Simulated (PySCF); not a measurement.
**C₂H₇FSSi (SMILES FCC[SiH2]S): density, localisation and related maps**

```yaml
atoms:
  - { symbol: F, position_ang: [-1.1737, -1.0584, 1.5505] }
  - { symbol: C, position_ang: [-1.4019, -0.7881, 0.2202] }
  - { symbol: C, position_ang: [-0.8113, 0.5613, -0.1461] }
  - { symbol: Si, position_ang: [1.0630, 0.6297, 0.1661] }
  - { symbol: S, position_ang: [1.9140, -0.6729, -1.3250] }
  - { symbol: H, position_ang: [-0.9359, -1.5994, -0.3480] }
  - { symbol: H, position_ang: [-2.4883, -0.8134, 0.0811] }
  - { symbol: H, position_ang: [-1.0353, 0.7527, -1.1954] }
  - { symbol: H, position_ang: [-1.3083, 1.3337, 0.4407] }
  - { symbol: H, position_ang: [1.5698, 1.9768, -0.0791] }
  - { symbol: H, position_ang: [1.4304, 0.1268, 1.4819] }
  - { symbol: H, position_ang: [3.1787, -0.4495, -1.0108] }
```

Geometry: GFN2-xTB.

Level of theory: PBE0/pcSseg-1, SCF density, gas phase, non-relativistic in PySCF.

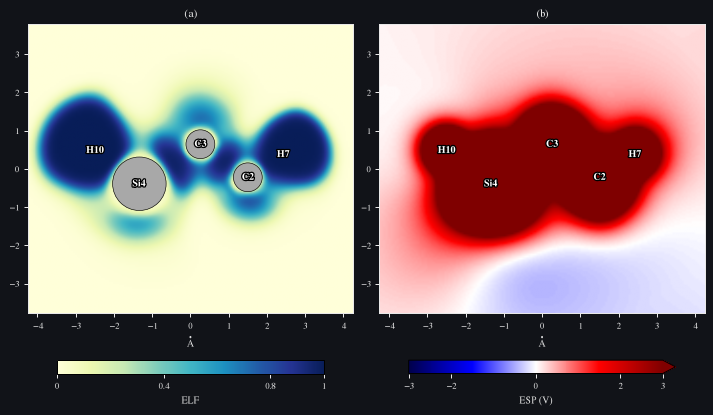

Figure 1. (a) electron localisation function; (b) electrostatic potential on the plane of atoms C3, Si4 and H10. Grey discs cover the atomic cores in the ELF map.

Question: Read the bonding off the picture.

Answer: Atoms in the plane: C, Si and H.
C–C (1.52 Å): the ELF peaks at about 0.95 between the atoms, as expected for a covalent bond.
C–Si (1.90 Å): the ELF peaks at about 0.95 between the atoms, as expected for a covalent bond.
C–H (1.10 Å): the ELF climbs to about 1 towards the hydrogen, as it does in any bond to H: a covalent bond by its length.
Si–H (1.46 Å): the ELF climbs to about 1 towards the hydrogen.
Outside the dense part of the molecule the potential is most negative (−0.4 V) near H11, which lies off the plane.

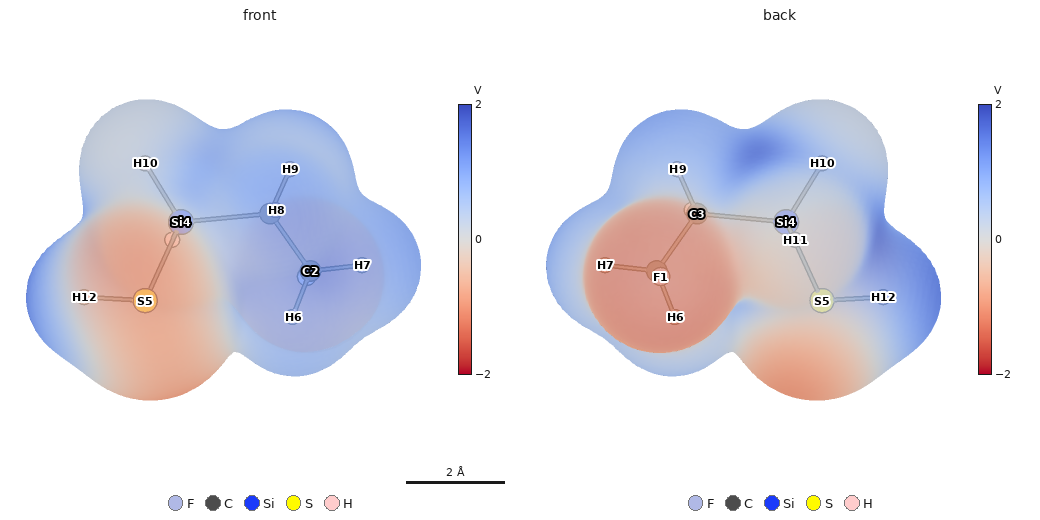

Figure 2. The molecular electrostatic potential painted on the density surface at 0.002 e/bohr³, seen from the front and from behind; red is negative and blue positive.

Question: Which sites attract a positive test charge, and which a negative one?

Answer: A positive charge is drawn to the negative regions and a negative charge to the positive ones. The most negative region (about −1.1 V) lies over F1, the most positive (about +1.5 V) over Si4 and H12.

Question: What dipole moment does the calculation give?

Answer: Its dipole moment is 1.55 D.
